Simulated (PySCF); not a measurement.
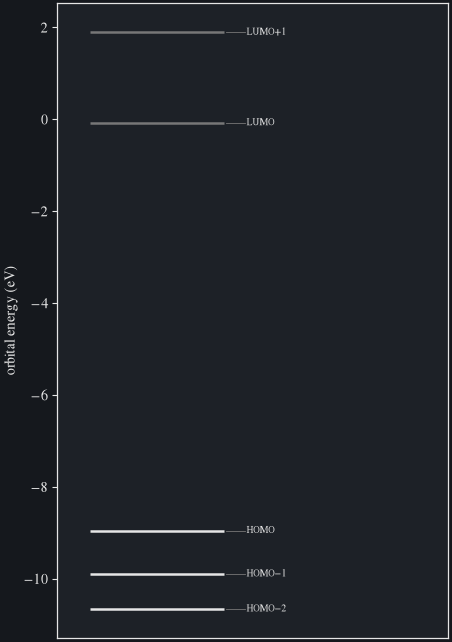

Kohn-Sham orbital energies near the frontier, ωB97X-D/def2-SVPD, PySCF 2.14.0, at a GFN2-xTB geometry (no frequency check), isolated molecule; empty levels in grey, levels within 0.03 eV side by side.

Question: Which molecule has this level scheme?
A. GaNH₅F, SMILES [NH3+][GaH2-][F], singlet
B. C₄H₈FNSi₂, SMILES C#C[Si@@H]1C[C@@H](F)[SiH2]N1
C. C₆H₉B, SMILES C#C/C=C\B(C)C

Answer: Option C. HOMO −8.95 eV, LUMO −0.08 eV, separation 8.87 eV.

Caveats: the tight-binding geometry is rougher than a DFT one and adds to the error; one conformer of a flexible molecule; empty levels above zero depend strongly on the basis.
